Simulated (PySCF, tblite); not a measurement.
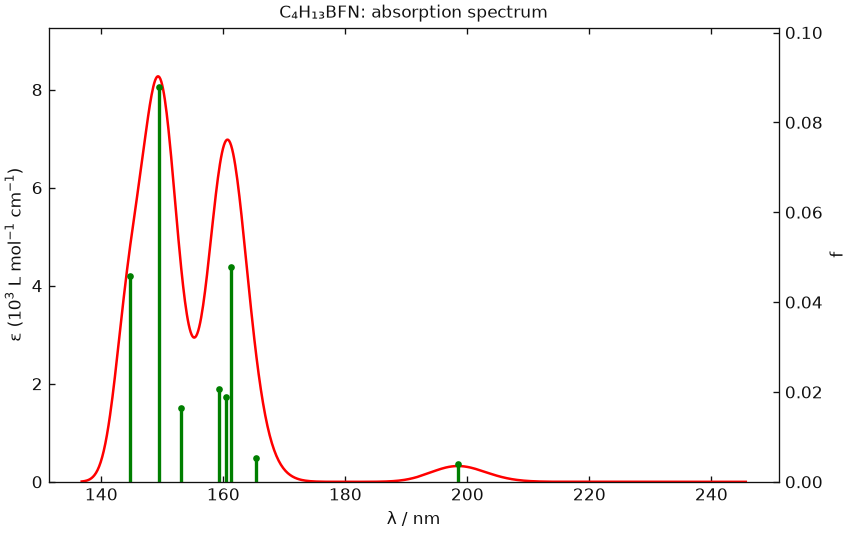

Computed absorption of C₄H₁₃BFN, SMILES CC(C)(C)[B@@H-]([NH3+])F. Vertical TDDFT excitations, CAM-B3LYP/def2-SVPD with PySCF 2.14.0, at a GFN2-xTB geometry (a minimum by its frequencies), gas phase. Only the first 8 singlet excitations are included; each is broadened by a Gaussian of 1/e half-width 0.20 eV. Sticks give oscillator strengths (right axis).

Question: Where is the lowest singlet, and is it bright?

Answer: S1 lies at 6.25 eV (198 nm) with f = 0.004, mainly HOMO → LUMO (98 %); it is dark or nearly so.

Question: Does any vertical transition fall in the visible?

Answer: No singlet lies below 3.1 eV (beyond 400 nm), so at this level no vertical transition falls in the visible.

Known limits of this run: states above the negative HOMO energy depend on the basis; the tight-binding geometry is rougher than a DFT one and adds to the error; core orbitals are frozen in the response.
